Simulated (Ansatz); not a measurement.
**Nudged elastic band of AlN$_{2}$H$_{7}$S (part 2 of 2)**

Continued. System: AlN$_{2}$H$_{7}$S. Method: RKS PBE-D4/def2-SVP (Ansatz 0.2.0). The run did not end well. It belongs to a series of runs on one base structure; here: band between the two ends.

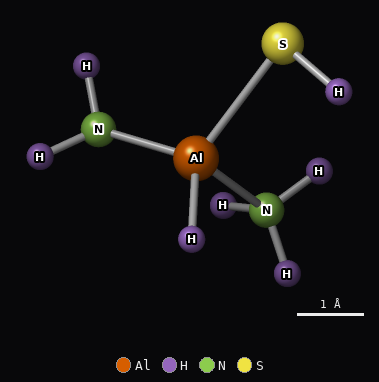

The starting structure (ball-and-stick view, seen at a tilt). Sticks mark near contacts.

The last band as extended XYZ (Å, eV, eV/Å):
```
11
Properties=species:S:1:pos:R:3:forces:R:3 image=0 energy=-20509.45207
Al   -0.3822    0.2486    0.4628   -0.0030  -0.0096   0.0050
H    -0.1905   -1.1066    1.3080    0.0022   0.0067  -0.0006
N     1.4953    0.4903   -0.4044    0.0034  -0.0048  -0.0119
H     2.2200   -0.2096   -0.1932   -0.0092   0.0055  -0.0034
H     1.2853    0.4541   -1.4149    0.0051  -0.0001   0.0106
N    -1.3477    0.1857   -1.0878   -0.0176  -0.0098  -0.0101
H    -1.9043   -0.6509   -1.2931    0.0142   0.0292   0.0029
H    -1.8957    0.9967   -1.3940    0.0044  -0.0187   0.0046
S    -0.5212    2.2332    1.5399    0.0019   0.0043  -0.0028
H     1.8642    1.4270   -0.1828   -0.0006  -0.0008   0.0008
H     0.2052    1.8028    2.6090   -0.0009  -0.0019   0.0050
11
Properties=species:S:1:pos:R:3:forces:R:3 image=1 energy=-20509.25637
Al   -0.3482    0.2031    0.2967   -0.2405   0.2357   0.2411
H    -0.1799   -0.9868    1.3579    0.0167  -0.0832  -0.0628
N     1.5491    0.5053   -0.4077   -0.0333   0.1831   0.1016
H     2.2387   -0.2493   -0.2705    0.0168   0.2355   0.2278
H     1.6344    0.8290   -1.3818   -0.0516   0.1054   0.0517
N    -1.5534    0.0804   -1.0351    0.0558  -0.0399  -0.0990
H    -2.2096   -0.6998   -1.1084    0.0139  -0.0193  -0.0219
H    -1.9457    0.8898   -1.5206   -0.0407   0.0124   0.0083
S    -0.1237    2.3036    1.2956   -0.2021  -0.0679   0.0387
H     1.6183    1.3428    0.2644    0.4505  -0.6318  -0.5953
H     0.1483    1.6530    2.4589    0.0146   0.0701   0.1097
11
Properties=species:S:1:pos:R:3:forces:R:3 image=2 energy=-20508.18890
Al   -0.1501    0.0262    0.0776   -0.0192  -0.0128  -0.0057
H    -0.1789   -0.8851    1.3978   -0.0107  -0.0668  -0.0389
N     1.5856    0.3358   -0.5079   -0.0162   0.0388   0.0168
H     2.2135   -0.4783   -0.4766    0.0299   0.0650   0.0753
H     1.7441    0.7854   -1.4184   -0.0110   0.0159  -0.0103
N    -1.6298    0.1046   -0.9375    0.0072  -0.0323  -0.0428
H    -2.3114   -0.6555   -0.9789   -0.0543   0.0349   0.0410
H    -1.8866    0.8356   -1.6021    0.0074  -0.0236  -0.0671
S     0.0627    2.3782    1.2565    0.0260   0.0114   0.0388
H     1.2885    1.8679    0.7973   -0.0055  -0.0959  -0.1016
H     0.0908    1.5564    2.3415    0.0464   0.0656   0.0945
11
Properties=species:S:1:pos:R:3:forces:R:3 image=3 energy=-20508.02931
Al   -0.0456    0.0600    0.0160   -0.0093  -0.0600   0.0037
H    -0.1297   -0.6985    1.4391    0.0012  -0.1357  -0.0532
N     1.6483    0.1614   -0.6510   -0.0123   0.0215  -0.0063
H     2.1123   -0.7375   -0.8281    0.0357   0.0247   0.0616
H     1.9064    0.7857   -1.4214   -0.0390   0.0102  -0.0580
N    -1.6472    0.1712   -0.8121    0.0117  -0.0148  -0.0260
H    -2.2815   -0.6327   -0.8024   -0.0333   0.0470   0.0381
H    -1.8589    0.7518   -1.6262    0.0082  -0.0215  -0.0671
S    -0.0288    2.3817    1.2241    0.0145   0.0067   0.0152
H     1.3287    2.3166    1.3396    0.0283  -0.0011   0.0022
H    -0.1758    1.3111    2.0718   -0.0057   0.1229   0.0899
11
Properties=species:S:1:pos:R:3:forces:R:3 image=4 energy=-20507.78776
Al    0.0392    0.2965   -0.0557   -0.0214   0.1714  -0.0036
H    -0.1535   -0.2995    1.5472   -0.0182   0.0884   0.0874
N     1.6953    0.0315   -0.7170   -0.0409   0.0311   0.0038
H     1.9517   -0.8555   -1.1615   -0.0356   0.0107   0.0278
H     2.1788    0.7862   -1.2110    0.0627   0.0420   0.0324
N    -1.6142    0.1763   -0.7503    0.0152  -0.0280  -0.0454
H    -2.2160   -0.6436   -0.6541   -0.0342  -0.0059   0.0199
H    -1.8734    0.6909   -1.5958   -0.0138  -0.0433  -0.0405
S    -0.1125    2.3867    1.1671    0.0239   0.0095  -0.0361
H     1.1495    2.4624    1.6798    0.0617  -0.0397  -0.0756
H    -0.2164    0.8392    1.7006    0.0005  -0.2361   0.0300
11
Properties=species:S:1:pos:R:3:forces:R:3 image=6 energy=-20508.54085
Al   -0.0065    0.6883   -0.1857   -0.0096   0.1054  -0.0490
H    -0.1518   -0.4237    1.7798   -0.0142  -0.0960   0.0167
N     1.6163    0.0690   -0.6488   -0.0461   0.0061  -0.0035
H     1.8200   -0.8434   -1.0650   -0.0886   0.0239  -0.0244
H     2.2696    0.7568   -1.0355    0.1208  -0.0219   0.1276
N    -1.6339    0.1601   -0.7351   -0.0031  -0.0455   0.0318
H    -2.0251   -0.7812   -0.8084    0.1024  -0.0022  -0.0067
H    -2.0695    0.7481   -1.4507   -0.1023   0.0211  -0.0075
S    -0.0180    2.6634    0.8542    0.0201   0.0814  -0.0558
H     1.2328    2.4802    1.3662    0.0355   0.0525  -0.0977
H    -0.2056    0.3537    1.8784   -0.0150  -0.1248   0.0684
11
Properties=species:S:1:pos:R:3:forces:R:3 image=7 energy=-20508.64530
Al   -0.0002    0.7408   -0.2985   -0.0055   0.0560  -0.0328
H    -0.0685   -0.3866    1.9724   -0.0074  -0.0520   0.0133
N     1.5934    0.0343   -0.7084   -0.0426  -0.0300  -0.0069
H     1.7602   -0.8675   -1.1611   -0.0545   0.0270  -0.0052
H     2.3670    0.6669   -0.9268    0.0806  -0.0295   0.1081
N    -1.6085    0.1406   -0.7980    0.0195  -0.0420  -0.0221
H    -1.9216   -0.8127   -0.9868    0.0958   0.0122  -0.0718
H    -2.2812    0.8023   -1.1901   -0.1265   0.0125   0.0872
S     0.0095    2.7325    0.6989    0.0003   0.0447  -0.0282
H     1.1687    2.4407    1.3547    0.0414   0.0544  -0.0854
H    -0.1904    0.3799    1.9931   -0.0010  -0.0533   0.0439
11
Properties=species:S:1:pos:R:3:forces:R:3 image=8 energy=-20508.74017
Al    0.0156    0.7779   -0.4188   -0.0060   0.0443  -0.0314
H    -0.0371   -0.3367    2.2434    0.0049  -0.0320   0.0201
N     1.5847    0.0177   -0.8075   -0.0363  -0.0308  -0.0155
H     1.7404   -0.8917   -1.2477   -0.0406   0.0210   0.0153
H     2.4181    0.5986   -0.9210    0.0532  -0.0306   0.0722
N    -1.5883    0.1516   -0.8797    0.0131   0.0183  -0.0385
H    -1.8488   -0.7751   -1.2184    0.0660   0.0172  -0.0940
H    -2.4005    0.7712   -0.9082   -0.0715  -0.0496   0.1234
S     0.0336    2.7567    0.5966   -0.0038   0.0339  -0.0235
H     1.0872    2.3862    1.3786    0.0344   0.0390  -0.0664
H    -0.1765    0.4149    2.1320   -0.0133  -0.0308   0.0384
11
Properties=species:S:1:pos:R:3:forces:R:3 image=9 energy=-20508.81679
Al    0.0241    0.8082   -0.4972   -0.0046   0.0241  -0.0110
H    -0.1024   -0.2981    2.5344    0.0040  -0.0179   0.0175
N     1.5752    0.0312   -0.9148   -0.0222  -0.0101  -0.0127
H     1.7103   -0.9041   -1.3037   -0.0256   0.0091   0.0143
H     2.4487    0.5581   -0.9720    0.0234  -0.0173   0.0316
N    -1.5753    0.1655   -0.9432    0.0402  -0.0451  -0.0522
H    -1.7834   -0.6702   -1.4932    0.0349   0.0588  -0.0252
H    -2.4431    0.6326   -0.6775   -0.0577  -0.0258   0.0692
S     0.0355    2.7379    0.5981   -0.0001   0.0180  -0.0095
H     1.1373    2.3783    1.3157    0.0212   0.0250  -0.0397
H    -0.1986    0.4316    2.3029   -0.0135  -0.0187   0.0176
11
Properties=species:S:1:pos:R:3:forces:R:3 image=10 energy=-20508.84461
Al    0.0285    0.8370   -0.5316    0.0048   0.0020   0.0003
H    -0.2282   -0.3069    2.8065    0.0002  -0.0017   0.0006
N     1.5613    0.0617   -1.0114   -0.0098  -0.0039   0.0016
H     1.6547   -0.8987   -1.3476   -0.0001   0.0010  -0.0014
H     2.4729    0.5218   -1.0164    0.0005   0.0028  -0.0008
N    -1.5602    0.1707   -0.9806    0.0086  -0.0018  -0.0026
H    -1.7339   -0.5276   -1.7052   -0.0039   0.0003   0.0018
H    -2.4403    0.4467   -0.5416   -0.0009  -0.0023  -0.0008
S     0.0463    2.7148    0.6413   -0.0106   0.0030  -0.0055
H     1.2838    2.4571    1.1496    0.0133  -0.0007   0.0068
H    -0.2566    0.3943    2.4865   -0.0020   0.0013   0.0003
```

The run was set up as follows.

Input file:
```yaml
crystal:
  periodic: [false, false, false]
  atoms:
    - { symbol: Al, position_ang: [-0.382156, 0.248561, 0.462826] }
    - { symbol: H, position_ang: [-0.190538, -1.106618, 1.308026] }
    - { symbol: "N", position_ang: [1.49529, 0.490258, -0.40441] }
    - { symbol: H, position_ang: [2.22004, -0.209622, -0.193234] }
    - { symbol: H, position_ang: [1.285252, 0.454141, -1.414914] }
    - { symbol: "N", position_ang: [-1.347744, 0.185695, -1.087841] }
    - { symbol: H, position_ang: [-1.904316, -0.650929, -1.293097] }
    - { symbol: H, position_ang: [-1.895736, 0.996676, -1.39403] }
    - { symbol: S, position_ang: [-0.521247, 2.233188, 1.539896] }
    - { symbol: H, position_ang: [1.864207, 1.426961, -0.182819] }
    - { symbol: H, position_ang: [0.205246, 1.802791, 2.608997] }
basis:
  gaussian: { orbitals: def2-SVP }
hamiltonian:
  xc: pbe
  dispersion: d4
neb:
  order_check: false
  images: 9
  f_tol: 0.05
  max_iterations: 60
  optimiser: fire
  climbing: true
  final_atoms:
    - { symbol: Al, position_ang: [0.02854616, 0.8370443, -0.53158446] }
    - { symbol: H, position_ang: [-0.22820742, -0.30688039, 2.80652243] }
    - { symbol: "N", position_ang: [1.56127015, 0.06170128, -1.01136971] }
    - { symbol: H, position_ang: [1.65466518, -0.89866208, -1.34755591] }
    - { symbol: H, position_ang: [2.4729253, 0.52183657, -1.01641072] }
    - { symbol: "N", position_ang: [-1.56023672, 0.17072294, -0.98063081] }
    - { symbol: H, position_ang: [-1.73387765, -0.52761755, -1.70520572] }
    - { symbol: H, position_ang: [-2.44031464, 0.44672399, -0.54164517] }
    - { symbol: S, position_ang: [0.04630182, 2.71477579, 0.64125971] }
    - { symbol: H, position_ang: [1.28383133, 2.4571314, 1.14956207] }
    - { symbol: H, position_ang: [-0.2566055, 0.39432575, 2.48645829] }
  initial_path:
    images:
      - { positions_ang: [[-0.382156, 0.248561, 0.462826], [-0.190538, -1.106618, 1.308026], [1.49529, 0.490258, -0.40441], [2.22004, -0.209622, -0.193234], [1.285252, 0.454141, -1.414914], [-1.347744, 0.185695, -1.087841], [-1.904316, -0.650929, -1.293097], [-1.895736, 0.996676, -1.39403], [-0.521247, 2.233188, 1.539896], [1.864207, 1.426961, -0.182819], [0.205246, 1.802791, 2.608997]] }
      - { positions_ang: [[-0.30813455, 0.19921364, 0.3688829], [-0.15403522, -0.89000938, 1.42700828], [1.52587178, 0.38760948, -0.51768904], [2.19470739, -0.35725062, -0.40176019], [1.45213499, 0.54093245, -1.37951267], [-1.41346364, 0.15898901, -1.06283275], [-1.99611994, -0.67077303, -1.20916024], [-1.89823448, 0.97379536, -1.43120967], [-0.38515051, 2.26942313, 1.39833829], [1.63442343, 1.62636153, 0.27714078], [0.17629875, 1.63281042, 2.48019431]] }
      - { positions_ang: [[-0.23411311, 0.14986628, 0.2749398], [-0.11753243, -0.67340075, 1.54599055], [1.55645356, 0.28496097, -0.63096808], [2.16937479, -0.50487924, -0.61028639], [1.61901797, 0.6277239, -1.34411133], [-1.47918328, 0.13228303, -1.03782451], [-2.08792388, -0.69061706, -1.12522348], [-1.90073296, 0.95091472, -1.46838934], [-0.24905402, 2.30565827, 1.25678059], [1.40463986, 1.82576206, 0.73710056], [0.1473515, 1.46282984, 2.35139162]] }
      - { positions_ang: [[-0.16009166, 0.10051892, 0.1809967], [-0.08102965, -0.45679213, 1.66497283], [1.58703534, 0.18231245, -0.74424711], [2.14404218, -0.65250786, -0.81881258], [1.78590096, 0.71451536, -1.30871], [-1.54490292, 0.10557704, -1.01281626], [-2.17972782, -0.71046109, -1.04128672], [-1.90323144, 0.92803408, -1.50556901], [-0.11295753, 2.3418934, 1.11522288], [1.17485629, 2.02516259, 1.19706034], [0.11840426, 1.29284926, 2.22258893]] }
      - { positions_ang: [[-0.08607022, 0.05117156, 0.0870536], [-0.04452687, -0.24018351, 1.7839551], [1.61761712, 0.07966393, -0.85752615], [2.11870958, -0.80013649, -1.02733878], [1.95278395, 0.80130681, -1.27330866], [-1.61062257, 0.07887105, -0.98780801], [-2.27153176, -0.73030512, -0.95734995], [-1.90572993, 0.90515343, -1.54274868], [0.02313895, 2.37812853, 0.97366517], [0.94507272, 2.22456312, 1.65702011], [0.08945701, 1.12286868, 2.09378624]] }
      - { positions_ang: [[-0.01204877, 0.0018242, -0.0068895], [-0.00802408, -0.02357489, 1.90293738], [1.6481989, -0.02298459, -0.97080519], [2.09337697, -0.94776511, -1.23586497], [2.11966694, 0.88809826, -1.23790733], [-1.67634221, 0.05216507, -0.96279977], [-2.3633357, -0.75014915, -0.87341319], [-1.90822841, 0.88227279, -1.57992835], [0.15923544, 2.41436366, 0.83210747], [0.71528915, 2.42396364, 2.11697989], [0.06050976, 0.9528881, 1.96498355]] }
      - { positions_ang: [[-0.00392978, 0.16886822, -0.11182849], [-0.05206075, -0.08023599, 2.08365439], [1.63081315, -0.00604741, -0.97891809], [2.00563461, -0.9379445, -1.25820316], [2.19031861, 0.81484592, -1.193608], [-1.65312111, 0.07587664, -0.96636598], [-2.23744409, -0.70564283, -1.0397717], [-2.01464565, 0.79516303, -1.37227171], [0.13664872, 2.47444609, 0.79393792], [0.82899759, 2.4305972, 1.92349633], [-0.00291329, 0.84117563, 2.0692785]] }
      - { positions_ang: [[0.0041892, 0.33591224, -0.21676748], [-0.09609742, -0.13689709, 2.2643714], [1.6134274, 0.01088976, -0.987031], [1.91789225, -0.9281239, -1.28054135], [2.26097028, 0.74159358, -1.14930868], [-1.62990001, 0.09958822, -0.96993218], [-2.11155248, -0.66113651, -1.2061302], [-2.1210629, 0.70805327, -1.16461508], [0.11406199, 2.53452852, 0.75576836], [0.94270602, 2.43723075, 1.73001276], [-0.06633634, 0.72946316, 2.17357345]] }
      - { positions_ang: [[0.01230819, 0.50295626, -0.32170648], [-0.14013408, -0.19355819, 2.44508841], [1.59604165, 0.02782694, -0.9951439], [1.8301499, -0.91830329, -1.30287954], [2.33162196, 0.66834125, -1.10500936], [-1.60667892, 0.12329979, -0.97349839], [-1.98566087, -0.61663019, -1.37248871], [-2.22748015, 0.62094351, -0.95695844], [0.09147527, 2.59461094, 0.71759881], [1.05641446, 2.4438643, 1.5365292], [-0.1297594, 0.61775069, 2.27786839]] }
      - { positions_ang: [[0.02042718, 0.67000028, -0.42664547], [-0.18417075, -0.25021929, 2.62580542], [1.5786559, 0.04476411, -1.00325681], [1.74240754, -0.90848269, -1.32521772], [2.40227363, 0.59508891, -1.06071004], [-1.58345782, 0.14701137, -0.9770646], [-1.85976926, -0.57212387, -1.53884722], [-2.33389739, 0.53383375, -0.74930181], [0.06888854, 2.65469337, 0.67942926], [1.17012289, 2.45049785, 1.34304563], [-0.19318245, 0.50603822, 2.38216334]] }
      - { positions_ang: [[0.02854616, 0.8370443, -0.53158446], [-0.22820742, -0.30688039, 2.80652243], [1.56127015, 0.06170128, -1.01136971], [1.65466518, -0.89866208, -1.34755591], [2.4729253, 0.52183657, -1.01641072], [-1.56023672, 0.17072294, -0.98063081], [-1.73387765, -0.52761755, -1.70520572], [-2.44031464, 0.44672399, -0.54164517], [0.04630182, 2.71477579, 0.64125971], [1.28383133, 2.4571314, 1.14956207], [-0.2566055, 0.39432575, 2.48645829]] }
```

Run as:
```bash
ansatz run input.yaml --threads 2 --pin off --max-ram 3072MiB --backend cpu --events-out ev --progress --plain --runs-dir out
```

Outcome:

- outcome: not converged
- barrier, forward (band not converged): 1.664 eV
- barrier, backward: 1.057 eV
- hardware: 2 threads of Arm Neoverse V1, 24 GiB of memory available, shared host
- wall time: 15 min (CPU time 28 min)
- peak memory: 0.14 GiB

The run did not converge: “NEB band did not converge after 60 iterations: max|band force component| = 1.67e-1 eV/Å (threshold 5.0e-2); raise `neb.max_iterations` in a new run, which can start from the last band evaluated (`neb.initial_path`, with `crystal.atoms` and `neb.final_atoms` set to its first and last images), add images, or start from endpoints closer to local minima …” Its last values are not results.
